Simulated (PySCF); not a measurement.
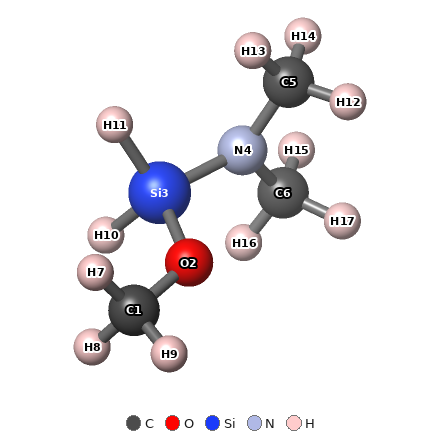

C₃H₁₁NOSi, SMILES CO[SiH2]N(C)C. Vertical core-electron binding energies by ΔSCF (SCAN, pcX-2 on the ionised atom, pcseg-1 elsewhere, spin-free X2C; PySCF 2.14.0, at a PBE0-D3(BJ)/def2-SVP geometry (no frequency check)), gas phase, against the vacuum level. One atom of each kind was ionised; within a panel, areas follow the number of like atoms and 2j + 1 (2p levels are split by first-order spin-orbit coupling, an approximation), Gaussians of 0.6 eV full width. Only the regions named are shown.

Question: Predict the Si 2p photoelectron lines.

Answer:
| level | atoms | binding energy (eV) |
| --- | --- | --- |
| Si 2p1/2 | Si3 | 107.6 |
| Si 2p3/2 | Si3 | 107.0 |

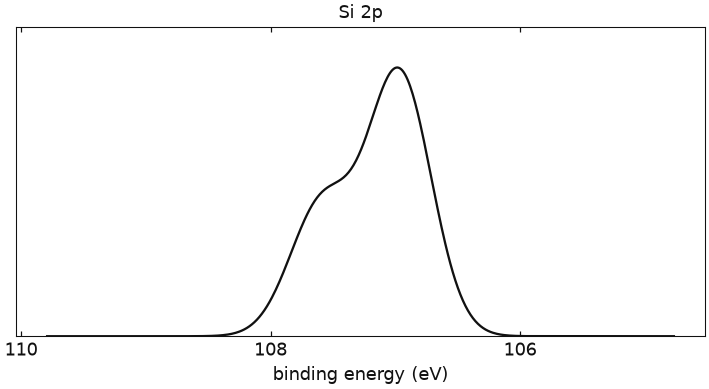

Note: one conformer of a flexible molecule.
